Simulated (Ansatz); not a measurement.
These are PBE (plane waves to 420 eV, PAW; Ansatz, a program for electronic structure) values and carry that method's errors.

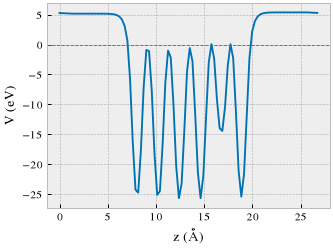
Figure. Electrostatic potential energy of an electron, averaged over planes parallel to the surface, in eV from the Fermi level, for a constructed model of the (111) surface of fcc Rh, a layer of Cu in place of the second plane (bottom of the slab: a bare face, its two planes held)

Model: 6-atom slab, 10.9 Å thick at the start with caps and adatoms (thin: gaps and levels are the slab's own), 16x16x1 mesh, Fermi-Dirac 0.1 eV, dipole correction, 2 atoms held, the rest relaxed; held to the start's symmetry, so lower structures may exist; no spin, no spin-orbit, no U. It is one candidate, not shown to be the stable structure of the face.

The vacuum level lies 5.37 eV above the Fermi level over the top face and 5.15 eV above it under the bottom face.
